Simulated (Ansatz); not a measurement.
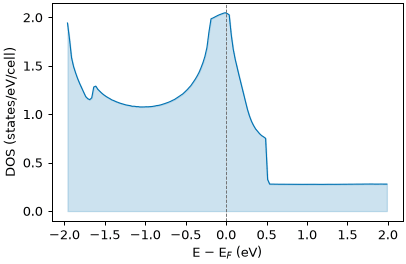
Fig. 1. Density of states of Pt (Fm-3m) near the Fermi level, PBEsol, rigid bands (Ansatz, a program for electronic structure).

With 1 atom a cell, what bare Sommerfeld coefficient γ = (π²/3) k_B² N(E_F) follows?

N(E_F) ≈ 2.0 states/eV a cell at 300 K, so γ ≈ 4.7 mJ/(mol of atoms·K²), before many-body enhancement (phonons, spin fluctuations, correlation).

How far does the Fermi level move in a rigid band for 0.1 electron a cell added or removed?

51 meV and -49 meV.

A metal at this level (no band gap); rigid bands, thermally averaged at 300 K, both spins. Spin-orbit coupling is left out, which matters with elements this heavy. Geometry: cell and atoms relaxed with PBEsol.
